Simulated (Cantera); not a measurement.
Input: 1 mol CaO, 2.9 mol Cl2, 19 mol N2, equilibrated at 1.00 bar.

Method: chemical equilibrium by Gibbs-energy minimisation in Cantera with the NASA 1993 tables (ideal gas, pure condensed phases). Candidate condensed phases: Ca, CaCl2, CaO; 17 gas species. Condensed phases not in the tables: oxide chlorides. The numbers say what is thermodynamically allowed, not how fast it happens.

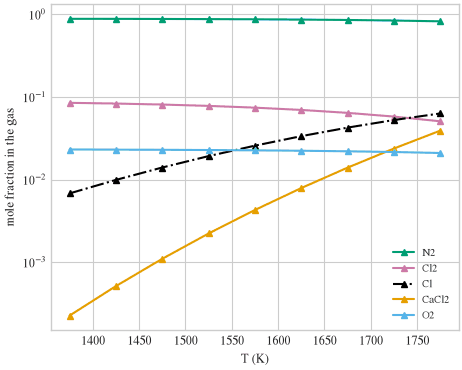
Fig. 1. Equilibrium gas composition (values under 1e-9 drawn at 1e-9)

**Question.** Read off the mole fractions at 1775 K.

**Answer.** N2 about 0.82, Cl about 0.063, Cl2 about 0.051, CaCl2 about 0.039, O2 about 0.021.
